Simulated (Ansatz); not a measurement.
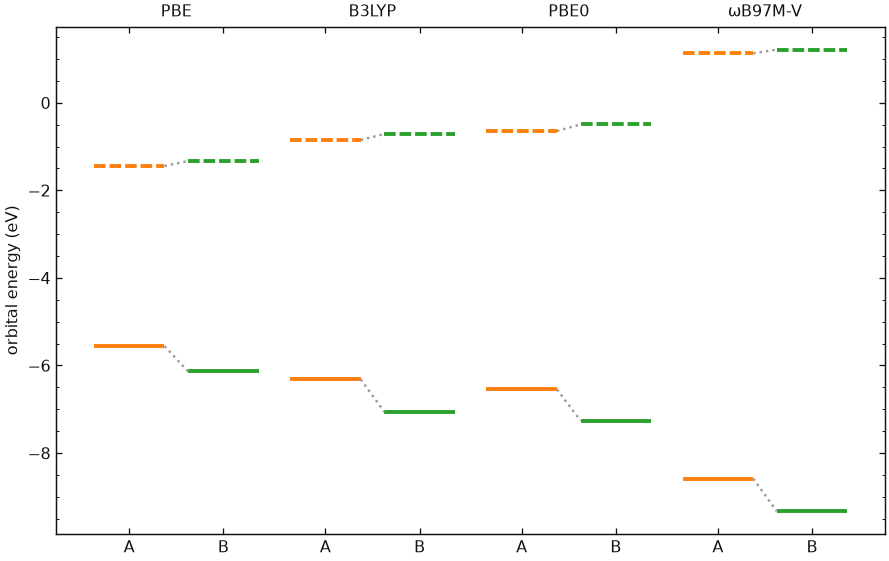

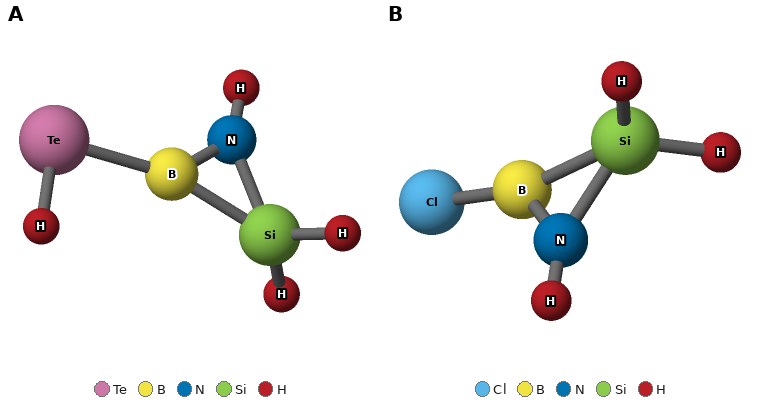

One change: A, BSiNH₄Te (SMILES [TeH]B1N[SiH2]1), becomes B, BSiNH₃Cl (SMILES ClB1N[SiH2]1). TeH on B is replaced by Cl. HOMO (solid) and LUMO (dashed) computed in def2-TZVPP at PBE0-D4/def2-TZVP geometries, both minima by their frequencies, gas phase, the Ansatz code 0.2.0. Empty levels above zero depend strongly on the basis.

Question: What does the change do to HOMO and LUMO?

Answer: PBE: the HOMO falls by 0.57 eV, the LUMO rises by 0.12 eV, and the separation goes from 4.11 to 4.80 eV. B3LYP: the HOMO falls by 0.74 eV, the LUMO rises by 0.14 eV, and the separation goes from 5.47 to 6.34 eV. PBE0: the HOMO falls by 0.71 eV, the LUMO rises by 0.15 eV, and the separation goes from 5.90 to 6.76 eV. ωB97M-V: the HOMO falls by 0.74 eV, the LUMO rises by 0.08 eV, and the separation goes from 9.71 to 10.54 eV.

Question: Do the functionals agree on the effect?

Answer: They agree on the direction for both levels; the HOMO shift lies between −0.74 and −0.57 eV and the LUMO shift between 0.08 and 0.15 eV, while the separations themselves differ by up to 5.7 eV between functionals.

Known limits of this run: core potentials past krypton; spin-orbit coupling is left out, and with Te it can shift these values.
